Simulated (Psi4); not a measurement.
# MP3/def2-SVP (core potential) run of SnHSCl (SMILES [SH][Sn][Cl])

What is the vertical ionisation energy of SnHSCl at MP3/def2-SVP (core potential)? 

The calculation is run with Psi4 1.11.

1 further run of the same task is left out (it didn't finish).

### 1 The structure to begin with

SnHSCl has 4 atoms, charge 0, and is taken as a singlet. SMILES: `[SH][Sn][Cl]`. The coordinates come from a PBE0-D4/def2-TZVP relaxation.

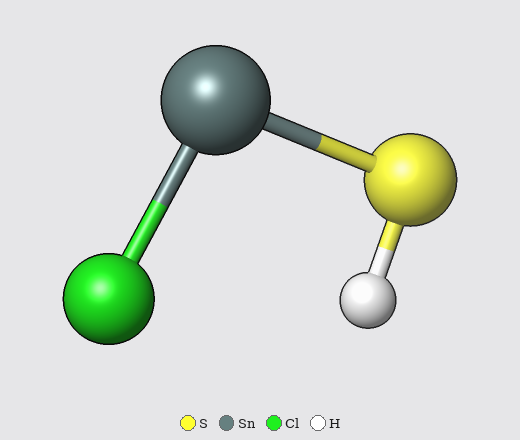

Viewed from a chosen angle; sulfur yellow, tin teal, chlorine green, hydrogen white.

### 2 A single-point energy at MP3/def2-SVP (core potential)

clhssn.json

```json
{
  "schema_name": "qcschema_input",
  "schema_version": 1,
  "molecule": {
    "schema_name": "qcschema_molecule",
    "schema_version": 2,
    "symbols": ["S", "Sn", "Cl", "H"],
    "geometry": [0.35092214, 2.81285734, -0.77422079, -2.63749075, -0.66461668, -0.64590839, 0.16780768, -3.68553286, 1.14857554, 2.22364073, 1.42353069, 0.2331922],
    "molecular_charge": 0,
    "molecular_multiplicity": 1,
    "fix_symmetry": "c1"
  },
  "driver": "energy",
  "model": {
    "method": "mp3",
    "basis": "def2-SVP"
  },
  "keywords": {
    "puream": true,
    "e_convergence": 1e-09,
    "d_convergence": 1e-08,
    "scf_type": "pk",
    "num_frozen_docc": 14,
    "mp_type": "conv"
  }
}
```

Started as:

```console
psi4 --qcschema clhssn.json -n 1 --memory 1600MB
```

stdout:

```text
[...]
    !!!  WARNING: ECP capability is in beta. Please check occupations closely.  !!!
[...]
  Running in c1 symmetry.
[...]
  Nuclear repulsion =  213.489034279884720
[...]
  Multiplicity = 1
[...]
  Nalpha       = 28
  Nbeta        = 28
[...]
    Number of basis functions: 67
[...]
   @RHF iter   1: -1070.72338241682883   -1.80838e+00   4.26241e-03 DIIS/ADIIS
[...]
   @RHF iter  12: -1070.78175800370650   -4.77485e-12   4.41648e-09 DIIS
[...]
    Orbital Energies [Eh]
    ---------------------
    Doubly Occupied:
       1A   -104.764410     2A    -91.916012     3A    -10.526952
       4A     -8.951581     5A     -8.001154     6A     -7.999223
       7A     -7.998994     8A     -6.638959     9A     -6.637935
      10A     -6.636424    11A     -5.907215    12A     -4.097614
      13A     -4.093864    14A     -4.089821    15A     -1.365672
      16A     -1.362537    17A     -1.359951    18A     -1.358046
      19A     -1.353171    20A     -1.051710    21A     -0.948568
      22A     -0.608848    23A     -0.537648    24A     -0.462581
      25A     -0.451614    26A     -0.430412    27A     -0.381309
      28A     -0.349460
[...]
  @RHF Final Energy: -1070.78175800370650
   => Energetics <=
    Nuclear Repulsion Energy =            213.4890342798847200
    One-Electron Energy =               -1987.9782133353589870
    Two-Electron Energy =                 703.7074210517678239
    Total Energy =                      -1070.7817580037064999
[...]
 Multipole Moments:
 ------------------------------------------------------------------------------------
     Multipole            Electronic (a.u.)      Nuclear  (a.u.)        Total (a.u.)
 ------------------------------------------------------------------------------------
 L = 1.  Multiply by 2.5417464519 to convert [e a0] to [Debye]
 Dipole X            :        -41.9593269           41.1784220           -0.7809049
 Dipole Y            :         -4.0004562            4.0920541            0.0915979
 Dipole Z            :        -11.8556718           11.5845445           -0.2711273
 Magnitude           :                                                    0.8316926
[...]
	SCS-MP2 Total Energy (a.u.)        : -1071.12173626802360
	SOS-MP2 Total Energy (a.u.)        : -1071.11739693260552
[...]
	SOS-PI-MP2 Total Energy (a.u.)     : -1071.14321531175142
[...]
	MP2 Total Energy (a.u.)            : -1071.13041493885930
[...]
	SCS-MP3 Total Energy (a.u.)        : -1071.12978766396645
[...]
	MP3 Total Energy (a.u.)            : -1071.16262052263050
[...]
```

The result, in JSON:

```text
{
 "driver": "energy",
 "model": {
  "method": "mp3",
  "basis": "def2-SVP"
 },
 "success": true,
 "return_result": -1071.1626205226305,
 "properties": {
  "calcinfo_nbasis": 67,
  "calcinfo_nmo": 67,
  "calcinfo_nalpha": 28,
  "calcinfo_nbeta": 28,
  "calcinfo_natom": 4,
  "nuclear_repulsion_energy": 213.48903427988472,
  "return_energy": -1071.1626205226305,
  "scf_one_electron_energy": -1987.978213335359,
  "scf_two_electron_energy": 703.7074210517678,
  "scf_dipole_moment": [-0.7809049012310396, 0.09159787749891457, -0.27112732457491795],
  "scf_total_energy": -1070.7817580037065,
  "scf_iterations": 12,
  "mp2_same_spin_correlation_energy": -0.09047314369204576,
  "mp2_opposite_spin_correlation_energy": -0.258183791460708,
  "mp2_singles_energy": 0.0,
  "mp2_doubles_energy": -0.34865693515275376,
  "mp2_correlation_energy": -0.34865693515280327,
  "mp2_total_energy": -1071.1304149388593
 }
}
```

It took 6.9 s on 1 thread of AMD EPYC 7R43 (Zen 3), shared host; peak memory 0.31 GiB.

### 3 The doublet cation, same level

run.py

```python
import numpy as np
from ase.calculators.psi4 import Psi4
from ase import Atoms

atoms = Atoms(['S', 'Sn', 'Cl', 'H'], positions=[
    [0.185700, 1.488500, -0.409700],
    [-1.395700, -0.351700, -0.341800],
    [0.088800, -1.950300, 0.607800],
    [1.176700, 0.753300, 0.123400],
])
calc = Psi4(atoms=atoms, method='mp3', basis='def2-SVP', memory='1600MB', num_threads=1, charge=1, multiplicity=2, label='calc', reference='uhf')
calc.psi4.set_options({'puream': True, 'e_convergence': 1e-09, 'd_convergence': 1e-08, 'scf_type': 'pk', 'num_frozen_docc': 14, 'maxiter': 200, 'mp_type': 'conv'})
atoms.calc = calc

print(f'energy: {atoms.get_potential_energy():.6f} eV')
```

Started as:

```console
python run.py
```

calc.dat:

```text
[...]
    !!!  WARNING: ECP capability is in beta. Please check occupations closely.  !!!
[...]
  Running in c1 symmetry.
[...]
  Nuclear repulsion =  213.489034180479024
[...]
  Multiplicity = 2
[...]
  Nalpha       = 28
  Nbeta        = 27
[...]
    Number of basis functions: 67
[...]
   @UHF iter   1: -1070.34176989021057   -1.42531e+00   4.73977e-03 DIIS/ADIIS
[...]
   @UHF iter  21: -1070.45938722812639   -8.64020e-12   8.47806e-09 DIIS
[...]
   @S^2 Observed:                8.038460265E-01
[...]
    Orbital Energies [Eh]
    ---------------------
    Alpha Occupied:
       1A   -104.980265     2A    -92.173033     3A    -10.741097
       4A     -9.207507     5A     -8.217107     6A     -8.212384
       7A     -8.212308     8A     -6.902896     9A     -6.891472
      10A     -6.889585    11A     -6.168457    12A     -4.357462
      13A     -4.356071    14A     -4.351189    15A     -1.624899
      16A     -1.621970    17A     -1.621670    18A     -1.619048
      19A     -1.615715    20A     -1.260443    21A     -1.202811
      22A     -0.850723    23A     -0.762651    24A     -0.689969
      25A     -0.650293    26A     -0.644668    27A     -0.616299
      28A     -0.611940
    Alpha Virtual:
[...]
  @UHF Final Energy: -1070.45938722812639
   => Energetics <=
    Nuclear Repulsion Energy =            213.4890341804790239
    One-Electron Energy =               -1974.6830543537803351
    Two-Electron Energy =                 690.7346329451748943
    Total Energy =                      -1070.4593872281266158
  UHF NO Occupations:
  HONO-2 :   26  A 1.9982345
  HONO-1 :   27  A 1.9763509
[...]
 Multipole Moments:
 ------------------------------------------------------------------------------------
     Multipole            Electronic (a.u.)      Nuclear  (a.u.)        Total (a.u.)
 ------------------------------------------------------------------------------------
 L = 1.  Multiply by 2.5417464519 to convert [e a0] to [Debye]
 Dipole X            :        -41.9466201           41.1784221           -0.7681980
 Dipole Y            :         -3.4302572            4.0920540            0.6617968
 Dipole Z            :        -12.0254806           11.5845444           -0.4409362
 Magnitude           :                                                    1.1056799
[...]
	SCS-MP2 Total Energy (a.u.)        : -1070.78160350493999
	SOS-MP2 Total Energy (a.u.)        : -1070.77724317783532
[...]
	SOS-PI-MP2 Total Energy (a.u.)     : -1070.80169363550544
[...]
	MP2 Total Energy (a.u.)            : -1070.79032415914958
[...]
	SCS-MP3 Total Energy (a.u.)        : -1070.78955202387760
[...]
	MP3 Total Energy (a.u.)            : -1070.82211823490024
[...]
```

The script printed:

```text
energy: -29138.554023 eV
```

It took 9.3 s on 1 thread of AMD EPYC 7R43 (Zen 3), shared host; peak memory 0.32 GiB.

### 4 What came out

At MP3/def2-SVP (core potential), 14 core orbitals frozen:

```
                                                                  quantity           value
                                              singlet SnHSCl: total energy  -1071.16262 Eh
                       singlet SnHSCl: HOMO energy (Hartree–Fock orbitals)        -9.51 eV
                       singlet SnHSCl: LUMO energy (Hartree–Fock orbitals)         0.01 eV
                     singlet SnHSCl: HOMO–LUMO gap (Hartree–Fock orbitals)         9.52 eV
              singlet SnHSCl: correlation energy (14 core orbitals frozen)      -380.9 mEh
                                              doublet cation: total energy  -1070.82212 Eh
doublet cation: HOMO energy (Hartree–Fock orbitals) (highest over α and β)       -16.36 eV
 doublet cation: LUMO energy (Hartree–Fock orbitals) (lowest over α and β)        -8.02 eV
              doublet cation: correlation energy (14 core orbitals frozen)      -362.7 mEh
                         doublet cation: ⟨S²⟩ of the reference determinant           0.804
                        vertical ionisation energy (to the doublet cation)        9.266 eV
```

In words: The vertical ionisation energy comes to 9.27 eV (894 kJ/mol).
